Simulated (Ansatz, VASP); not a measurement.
**Cross-check of NbB2 between VASP and Ansatz**

One calculation is typed for both programs; each brings its own data sets and cutoff. How far apart do they land? The cell comes out of the VASP series on this material, whose earlier steps may have relaxed, scaled or displaced it; both programs get it as it stands.

Main program and level: Ansatz 0.2.0; plane waves, with VASP 6.6.1 beside it; band structure at PBEsol.

## (1) Starting point

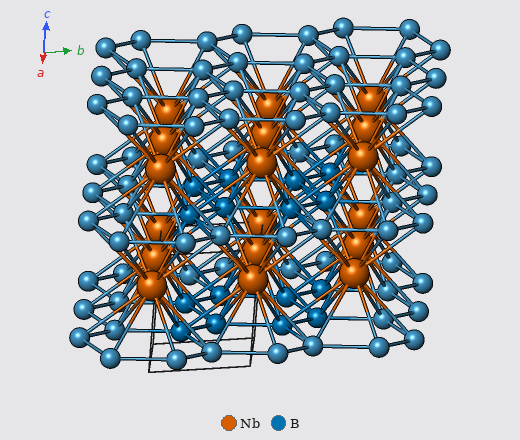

Start, viewed slightly off an axis; niobium orange, boron blue. 2×2×2 cells are drawn. Some periodic images of atoms are drawn too.

## (2) VASP: band structure, PBEsol

The same path points are solved in both programs, so levels can be compared one by one.

Lines of VASP's logs that name or quote its potential files are left out, and so is its time.

INCAR

```
SYSTEM = NbB2
PREC = Accurate
ENCUT = 420
EDIFF = 1E-06
NELM = 100
ISMEAR = -1
SIGMA = 0.05
LREAL = .FALSE.
ALGO = Normal
GGA = PS
NBANDS = 22
LASPH = .TRUE.
LORBIT = 11
LWAVE = .FALSE.
LCHARG = .FALSE.
KPAR = 4
```

POSCAR

```
NbB2
1.0
    3.1100000000      0.0000000000      0.0000000000
   -1.5550000000      2.6933390058      0.0000000000
    0.0000000000      0.0000000000      3.2700000000
Nb B
1 2
Direct
   -0.0062500000     -0.0133850000     -0.0166150000
    0.3213710000      0.6369040000      0.4592220000
    0.6459600000      0.3020610000      0.4910850000
```

KPOINTS

```
Automatic mesh
0
Gamma
11 11 9
0 0 0
```

KPOINTS_OPT

```
Line mode
16
Line-mode
Reciprocal
  0.00000000   0.00000000   0.00000000 GAMMA
  0.50000000   0.00000000   0.00000000 M

  0.50000000   0.00000000   0.00000000 M
  0.33333333   0.33333333   0.00000000 K

  0.33333333   0.33333333   0.00000000 K
  0.00000000   0.00000000   0.00000000 GAMMA

  0.00000000   0.00000000   0.00000000 GAMMA
  0.00000000   0.00000000   0.50000000 A

  0.00000000   0.00000000   0.50000000 A
  0.50000000   0.00000000   0.50000000 L

  0.50000000   0.00000000   0.50000000 L
  0.33333333   0.33333333   0.50000000 H

  0.33333333   0.33333333   0.50000000 H
  0.00000000   0.00000000   0.50000000 A

  0.50000000   0.00000000   0.50000000 L
  0.50000000   0.00000000   0.00000000 M

  0.33333333   0.33333333   0.00000000 K
  0.33333333   0.33333333   0.50000000 H
```

The projector-augmented-wave data sets are Nb_sv and B (PBE family, release 64).

On the command line:

```
mpirun -np 4 vasp_std
```

Numbers of over 12 decimals in the logs are rounded to 6 here.

Output:

```text
[banner, memory and clock lines left out]
running    4 mpi-ranks, on    1 nodes
 distrk:  each k-point on    1 cores,    4 groups
 distr:  one band on    1 cores,    1 groups

 POSCAR found type information on POSCAR NbB
 POSCAR found :  2 types and       3 ions
|                                                                             |
|               ----> ADVICE to this user running VASP <----                  |
|                                                                             |
|     You enforced a specific xc type in the INCAR file but a different       |
|     [... a line on the potential file left out ...]
|     I HOPE YOU KNOW WHAT YOU ARE DOING!                                     |
|                                                                             |

 LDA part: xc-table for (Slater+PW92), standard interpolation
 POSCAR, INCAR and KPOINTS ok, starting setup
 FFT: planning ... GRIDC
 FFT: planning ... GRID_SOFT
 FFT: planning ... GRID
 WAVECAR not read
 entering main loop
       N       E                     dE             d eps       ncg     rms          rms(c)
DAV:   1     0.117376856423E+03    0.11738E+03   -0.81144E+03 24044   0.723E+02
DAV:   2    -0.258743839544E+02   -0.14325E+03   -0.13703E+03 28018   0.272E+02
DAV:   3    -0.303943058665E+02   -0.45199E+01   -0.44454E+01 34098   0.440E+01
DAV:   4    -0.305137582337E+02   -0.11945E+00   -0.11917E+00 31598   0.619E+00
DAV:   5    -0.305166231075E+02   -0.28649E-02   -0.28646E-02 33958   0.886E-01    0.123E+01
DAV:   6    -0.273514922913E+02    0.31651E+01   -0.76343E+00 35658   0.183E+01    0.308E+00
DAV:   7    -0.273592513034E+02   -0.77590E-02   -0.28386E-01 29216   0.368E+00    0.210E+00
DAV:   8    -0.273551396389E+02    0.41117E-02   -0.30944E-02 40654   0.117E+00    0.187E-01
DAV:   9    -0.273547320291E+02    0.40761E-03   -0.18279E-03 29738   0.300E-01    0.941E-02
DAV:  10    -0.273547089552E+02    0.23074E-04   -0.24972E-04 30548   0.118E-01    0.215E-02
DAV:  11    -0.273547037244E+02    0.52308E-05   -0.14876E-05 33188   0.372E-02    0.139E-02
DAV:  12    -0.273547029547E+02    0.76964E-06   -0.69729E-07 21312   0.600E-03
   1 F= -.27354703E+02 E0= -.27350649E+02  d E =-.810866E-02
 Start KPOINTS_OPT (optional k-point list driver)
k-point batch [1-144\144]
       N       E                     dE             ncg
DAV:   1     0.117817932306E+05   -0.78549E+05     6352
DAV:   2    -0.886710523371E+04   -0.20649E+05     7230
DAV:   3    -0.954152014846E+04   -0.67441E+03     9318
DAV:   4    -0.955629963317E+04   -0.14779E+02     8030
DAV:   5    -0.955663607597E+04   -0.33644E+00     8940
DAV:   6    -0.955664031413E+04   -0.42382E-02     8188
DAV:   7    -0.955664036645E+04   -0.52315E-04     7702
DAV:   8    -0.955664036809E+04   -0.16440E-05     5568
DAV:   9    -0.955664036842E+04   -0.33059E-06     5018
```

From OUTCAR (step 2):

```text
ion  position               nearest neighbor table
   1  0.994  0.987  0.983-   2 2.34   3 2.38   2 2.39   2 2.40   3 2.41   3 2.42   3 2.44   3 2.45
                             2 2.45   3 2.48   2 2.49   2 2.50
   2  0.321  0.637  0.459-   3 1.78   3 1.79   3 1.82   1 2.34   1 2.39   1 2.40   1 2.45   1 2.49
                             1 2.50
   3  0.646  0.302  0.491-   2 1.78   2 1.79   2 1.82   1 2.38   1 2.41   1 2.42   1 2.44   1 2.45
                             1 2.48

  LATTYP: Found a hexagonal cell.
 ALAT       =     3.1100000000
 C/A-ratio  =     1.0514469453

 Subroutine GETGRP returns: Found  1 space group operations
 (whereof  1 operations were pure point group operations)

The static configuration has the point symmetry C_1 .

 Found    545 irreducible k-points:

   k-points           NKPTS =    545   k-points in BZ     NKDIM =    545   number of bands    NBANDS=     22

   dimension x,y,z NGX =    24 NGY =   24 NGZ =   24
   dimension x,y,z NGXF=    48 NGYF=   48 NGZF=   48

   ENCUT  =  420.0 eV  30.87 Ry    5.56 a.u.   5.20  5.20  5.46*2*pi/ulx,y,z

   NELECT =      19.0000    total number of electrons

 k-points in reciprocal lattice and weights: Automatic mesh
   0.00000000  0.00000000  0.00000000       0.001
   0.09090909 -0.00000000  0.00000000       0.002
   0.00000000  0.09090909  0.00000000       0.002
  -0.09090909  0.09090909  0.00000000       0.002
   0.18181818 -0.00000000  0.00000000       0.002
   0.00000000  0.18181818  0.00000000       0.002
  -0.18181818  0.18181818  0.00000000       0.002
   0.27272727 -0.00000000  0.00000000       0.002
   0.00000000  0.27272727  0.00000000       0.002
[...]
0.27272727  0.36363636  0.44444444       0.002
  -0.36363636 -0.36363636  0.44444444       0.002

 average (electrostatic) potential at core
       1 -76.5374       2 -20.8793       3 -20.8784

 E-fermi :  12.5994

 k-point     1 :       0.0000    0.0000    0.0000
  band No.  band energies     occupation
    ...
      5      -1.7096      2.00000
      6       8.0329      2.00000
      7       8.1971      2.00000
      8       8.2305      2.00000
      9       9.6424      2.00000
     10      13.8228      0.00000
     11      13.8652      0.00000
     12      15.7308      0.00000
     13      15.9188      0.00000
     14      16.6054      0.00000
    ...

 k-point     2 :       0.0909   -0.0000    0.0000
  band No.  band energies     occupation
    ...
      5      -1.5379      2.00000
      6       7.7741      2.00000
      7       8.0941      2.00000
      8       8.3376      2.00000
      9       9.3438      2.00000
     10      13.7686      0.00000
     11      14.2550      0.00000
     12      14.8050      0.00000
     13      15.2042      0.00000
     14      17.3169      0.00000
    ...

 k-point     3 :       0.0000    0.0909    0.0000
  band No.  band energies     occupation
    ...
      5      -1.5390      2.00000
      6       7.6755      2.00000
      7       8.2002      2.00000
      8       8.3423      2.00000
      9       9.3544      2.00000
     10      13.7559      0.00000
     11      14.2350      0.00000
     12      14.8495      0.00000
     13      15.1536      0.00000
     14      17.2924      0.00000
    ...

  Total       -0.4033974     -0.3800455      0.3041468      0.0351217      0.0530697     -0.0315467
  in kB      -23.5963350    -22.2303878     17.7907645      2.0544075      3.1042572     -1.8452906
  external PRESSURE =      -9.3453194 kB  Pullay stress =       0.0000000 kB

  energy-cutoff  :      420.00
  volume of cell :       27.39
      direct lattice vectors                 reciprocal lattice vectors
     3.110000000  0.000000000  0.000000000     0.321543408  0.185643173  0.000000000
    -1.555000000  2.693339006  0.000000000     0.000000000  0.371286347  0.000000000
     0.000000000  0.000000000  3.270000000     0.000000000  0.000000000  0.305810398

 POSITION                                       TOTAL-FORCE (eV/Angst)
 -----------------------------------------------------------------------------------
      1.55638      2.65729      3.21567        -0.064757     -0.561660     -0.419120
      0.00908      1.71540      1.50166        -0.283098      0.252586      0.869383
      1.53923      0.81355      1.60585         0.347855      0.309074     -0.450263
 -----------------------------------------------------------------------------------
    total drift:                                0.000007      0.000036      0.000227

  FREE ENERGIE OF THE ION-ELECTRON SYSTEM (eV)
  ---------------------------------------------------
  free  energy   TOTEN  =       -27.3547029547 eV

  energy  without entropy=      -27.3465942912  energy(sigma->0) =      -27.35064862

 total charge
# of ion       s       p       d       tot
------------------------------------------
    1        2.152   6.059   2.589  10.800
    2        0.665   1.293   0.000   1.958
    3        0.663   1.292   0.000   1.955
--------------------------------------------------
tot          3.480   8.644   2.589  14.714

[... 3 further parts left out ...]
```

The run ends at a pressure of -0.93 GPa, with forces up to 0.95 eV/Å.

## (3) Ansatz: band structure, PBEsol

Ansatz runs on its default PAW (the set named soft_2) files.

The same cell, functional, mesh and smearing now go to Ansatz, which takes its cutoff from its data sets.

input.yaml

```yaml
crystal:
  lattice:
    - [3.11, 0.0, 0.0]
    - [-1.555, 2.6933390058, 0.0]
    - [0.0, 0.0, 3.27]
  atoms:
    - { symbol: Nb, position: [-0.00625, -0.013385, -0.016615] }
    - { symbol: B, position: [0.321371, 0.636904, 0.459222] }
    - { symbol: B, position: [0.64596, 0.302061, 0.491085] }
hamiltonian:
  xc: pbesol
  pseudopotentials: { kind: paw }
kpoints:
  mp_grid: { grid: [11, 11, 9] }
  band_path:
    path:
      - [0.0, 0.0, 0.0]
      - [0.13333, 0.0, 0.0]
      - [0.3, 0.0, 0.0]
      - [0.46667, 0.0, 0.0]
      - [0.46667, 0.06667, 0.0]
      - [0.41111, 0.17778, 0.0]
      - [0.35556, 0.28889, 0.0]
      - [0.28889, 0.28889, 0.0]
      - [0.17778, 0.17778, 0.0]
      - [0.06667, 0.06667, 0.0]
      - [0.0, 0.0, 0.03333]
      - [0.0, 0.0, 0.2]
      - [0.0, 0.0, 0.36667]
      - [0.0, 0.0, 0.5]
      - [0.16667, 0.0, 0.5]
      - [0.3, 0.0, 0.5]
      - [0.46667, 0.0, 0.5]
      - [0.46667, 0.06667, 0.5]
      - [0.41111, 0.17778, 0.5]
      - [0.35556, 0.28889, 0.5]
      - [0.28889, 0.28889, 0.5]
      - [0.17778, 0.17778, 0.5]
      - [0.06667, 0.06667, 0.5]
      - [0.5, 0.0, 0.46667]
      - [0.5, 0.0, 0.3]
      - [0.5, 0.0, 0.13333]
      - [0.33333, 0.33333, 0.0]
      - [0.33333, 0.33333, 0.16667]
      - [0.33333, 0.33333, 0.33333]
      - [0.33333, 0.33333, 0.5]
    npoints: 1
scf:
  occupations: { method: fermi_dirac, width: 0.05 }
  n_extra_bands: 7
output:
  forces: true
  stress: true
  eigenvalues: true
  write_density: true
  write_potential: true
  elf: true
  volumetric_format: npy
```

On the command line:

```
ansatz run input.yaml --threads 2 --pin off --max-ram 4608MiB --backend cpu --events-out ev --progress --plain --runs-dir out
```

Output:

```text
scf.n_extra_bands = 7 over 10 filled bands (N_el = 19.0): the run solves 17 bands
Engine: ansatz 0.2.0, aarch64-unknown-linux-gnu
Pseudopotentials: kind: paw
Pseudopotential: Nb, paw, valence charge 13, recommended cutoff 420 eV (normal), Nb.paw.azcp
Pseudopotential: B, paw, valence charge 3, recommended cutoff 420 eV (normal), B.paw.azcp
Functional definition: PBEsol
  exchange = pbesol_x
  correlation = pbesol_c
Crystal: 3 atoms, lattice volume = 27.390 Å³
Basis set: ecut = 420 eV, 551 PW (Γ), exchange–correlation on 48×48×48 points (8 copies of the dense FFT grid, shifted against one another)
Bands: 17, of which v1, the nominal top of the filled ones, is band 10 counted from 1 (9 counted from 0)
Symmetry: 1 space group operations
Space group: P1 (ITA 1), of the structure as read, at distance tolerance 3.0e-5 Å
k-points: 545 of 1089 (time reversal used)
Non-local potential: Nb, projectors of the file, l = 0: 3, l = 1: 2, l = 2: 2, l = 3: 1
Non-local potential: B, projectors of the file, l = 0: 2, l = 1: 2, l = 2: 1
PAW form: soft (Blöchl's): semilocal exchange-correlation on the pseudo side does not see the compensation charge
PAW frozen core: Nb, regenerated for the run's functional, and the local potential with it (the file was generated under x = pbe(κ = 0.804, μ = 0.219515), c = pbe(β = 0.066725))
PAW frozen core: B, regenerated for the run's functional, and the local potential with it (the file was generated under x = pbe(κ = 0.804, μ = 0.219515), c = pbe(β = 0.066725))
PAW one-centre angular grid: Nb, 590 points (default); XC on 64 Gauss nodes
PAW one-centre angular grid: B, 110 points (default); XC on 64 Gauss nodes
Initial density: superposition of atomic densities (neutral atoms: chi_scale 0, normalization atom), corrected by the library's trained network
Initial wavefunctions: pseudopotential atomic-orbital guess
Functional: x = pbesol(κ = 0.804, μ = 0.123457), c = pbesol(β = 0.046)
SCF iter   1: F=—  HF=-4803.106937 eV  |F-HF|=—  |Δ(HF+E_count)|=         —  Δρ=4.57e-3  dr2=7.41e-3  ethr=1.77e-3  ⟨swp⟩=5.6  Hψ=48127  notcnv=0  defer=316
preconditioner: auto → none  [metal: Δε(μ)=0.004 eV  Ē_g=11.727 eV  σ=0.050 eV  W_gap=0.02  n_scr=8 (ndim 8)  ℏωp=23.5 eV  f_vac=0.000  D(μ)=1.02/eV (n_scr^D=8)  sad-step TF]
SCF iter   2: F=—  HF=-4803.105800 eV  |F-HF|=—  |Δ(HF+E_count)|=   1.14e-3  Δρ=3.22e-3  dr2=4.50e-3  ethr=3.90e-5  ⟨swp⟩=1.1  Hψ=13727  notcnv=0  defer=464
SCF iter   3: F=—  HF=-4803.104609 eV  |F-HF|=—  |Δ(HF+E_count)|=   1.19e-3  Δρ=7.00e-4  dr2=6.80e-5  ethr=2.37e-5  ⟨swp⟩=2.3  Hψ=10851  notcnv=0  defer=464
SCF iter   4: F=—  HF=-4803.104584 eV  |F-HF|=—  |Δ(HF+E_count)|=   2.49e-5  Δρ=1.62e-4  dr2=3.64e-6  ethr=3.58e-7  ⟨swp⟩=2.2  Hψ=13291  notcnv=0  defer=464
SCF iter   5: F=—  HF=-4803.104583 eV  |F-HF|=—  |Δ(HF+E_count)|=   4.24e-7  Δρ=2.23e-5  dr2=1.38e-7  ethr=1.92e-8  ⟨swp⟩=2.5  Hψ=12651  notcnv=0  defer=464
SCF iter   6: F=-4803.104583 eV  HF=-4803.104583 eV  |F-HF|=7.73e-9  |Δ(HF+E_count)|=   5.23e-8  Δρ=7.26e-6  dr2=1.09e-8  ethr=5.26e-10  ⟨swp⟩=10.7  Hψ=53201  notcnv=0
SCF 1 converged in 6 iterations: F = -4803.104583 eV  dr2 = 1.09e-8
  greatest PAW one-centre occupation: 0.998 electrons in one spin orbital (limit 2), on the Nb atom at site 0 (counted from 0), in its partial waves of l = 0
NSCF: frozen V_eff on 30 k-points
SCF converged after 6 iterations
Free energy (F): -4803.104583 eV
Harris-Foulkes:  -4803.104583 eV  (|F-HF|=7.73e-9)
Internal energy: -4803.096466 eV  (E = F + TS)
E sigma→0 (E₀):  -4803.100525 eV
Entropy (-TS):   -0.008118 eV (-2.706 meV/atom)
Fermi energy:    18.587301 eV
--- Per-component energies (eV) ---
  E_band       = -16.530800
  E_kinetic    = 498.300982
  E_local      = -703.883002  (includes V_loc(G=0)·N_el)
  E_nonlocal   = 142.362944
  E_hartree    = 226.694325
  E_xc         = -241.627065
  E_vxc        = -292.916153  (∫ρ·V_xc dr)
  E_paw        = -3168.485337  (= ΣΔE_a)
  E_vpaw       = -113.783129  (= ΣTr[D̂ρ^β])
  E_aug_tail   = 0.000001  (compensation charges beyond the density's cutoff)
  E_ewald      = -1556.677445
  E_core_change = 0.218131  (= ΣΔE_core)
  E_smearing   = -0.008118  (= −TS)
  E_closure    = 0.000000  (closes the sum)
  Σ components = -4803.104583   (vs F -4803.104583, Δ=0.00e0)
--- Forces (eV/Å), atoms counted from 1 ---
  atom   1  Nb    -0.06448058    -0.55987619    -0.41756043
  atom   2  B     -0.28069929     0.25194055     0.86812903
  atom   3  B      0.34517802     0.30792073    -0.45066700
  max |Σ_I F_I| component: 9.84e-5 eV/Å
--- Stress (GPa, compression-positive) ---
       -2.059641       0.218528      -0.185468
        0.218528      -1.926138       0.310361
       -0.185468       0.310360       2.261968
  P = ⅓ Tr σ = -0.5746 GPa (-5.746 kbar)
--- Band table (eV; the first three rows and the last of 545) ---
  k-point 0: bands = [... 6 lower, 14.1864, 14.2206, 15.6364, 19.8107, 19.8530, 21.7131, 21.9014, 22.5917, ... 3 higher]
  k-point 1: bands = [... 6 lower, 14.1639, 14.3417, 16.2201, 19.0206, 19.1332, 21.3136, 21.4990, 22.8092, ... 3 higher]
  k-point 2: bands = [... 6 lower, 14.5833, 14.7659, 17.2629, 17.8855, 18.0413, 20.2458, 20.4109, 22.7345, ... 3 higher]
  k-point 544: bands = [... 6 lower, 12.9531, 13.8216, 14.9424, 18.5353, 20.2934, 21.0048, 22.0663, 25.5528, ... 3 higher]
```

It took 25 s on 2 threads of Arm Neoverse N1, shared host; peak memory 0.53 GiB; 49 s of CPU time.

The column dr2 measures how far the density is from self-consistency, as an energy; F and HF (Harris–Foulkes) agree once it is small.

## (4) Comparison

Known differences besides the PAW data sets themselves: Ansatz makes its cores anew for this functional, VASP keeps those of its PBE data sets. Total energies have different zeros and are not compared.

Both answers:

```csv
quantity,Ansatz,VASP,difference
pressure (GPa),-0.57,-0.93,+0.36
```

Forces (eV/Å; atoms numbered as in POSCAR):

| atom | Ansatz x, y, z | VASP x, y, z |
| --- | --- | --- |
| Nb1 | -0.064, -0.560, -0.418 | -0.065, -0.562, -0.419 |
| B2 | -0.281, 0.252, 0.868 | -0.283, 0.253, 0.869 |
| B3 | 0.345, 0.308, -0.451 | 0.348, 0.309, -0.450 |

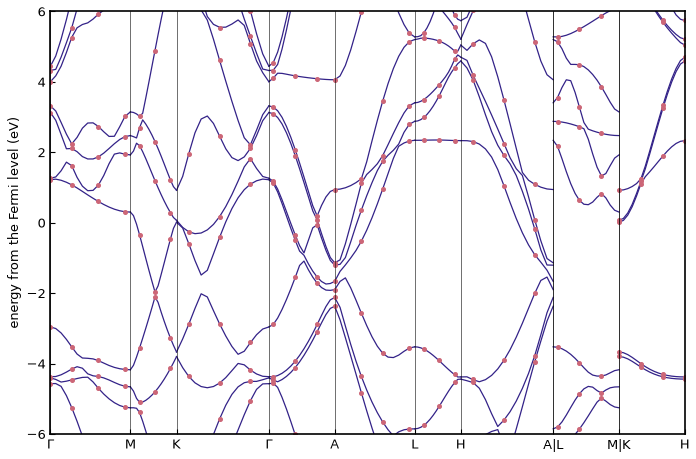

Bands from VASP (lines) and levels from Ansatz (dots). Dots without a line are higher empty bands that the VASP plot leaves out.

The forces differ by 1.6 meV/Å r.m.s., which is 0.3 % of the r.m.s. force of 0.45 eV/Å (both taken over all components). Levels from 3 eV below to 2 eV above the Fermi level differ by 2 meV r.m.s. and 6 meV at most; each VASP level is matched to the nearest of Ansatz, which flatters the figure a little. Ansatz's pressure holds a Pulay correction of 0.19 GPa; VASP's holds none.

## (5) Results

* r.m.s. difference of levels near the Fermi level (band structure, PBEsol): 1.5 meV

What this shows: The r.m.s. difference of levels near the Fermi level is 1.5 meV (band structure, PBEsol), within the 80 meV picked in this series as the mark of a large difference. Differences of this kind measure data sets and numerical settings, not the functional's error against experiment.

[Lines on the potential files, build, host, timing and source positions are cut from VASP's logs without a mark.]

[Logs are printed without paths, hosts, clocks, repeated set-up lines and the standing remarks that a program may print on its own settings, such as how far it seeks lower states.]

[Hosts, paths, dates, database ids (printed as entryN), source tags and the programs' standing remarks are cut or masked in the printed files.]
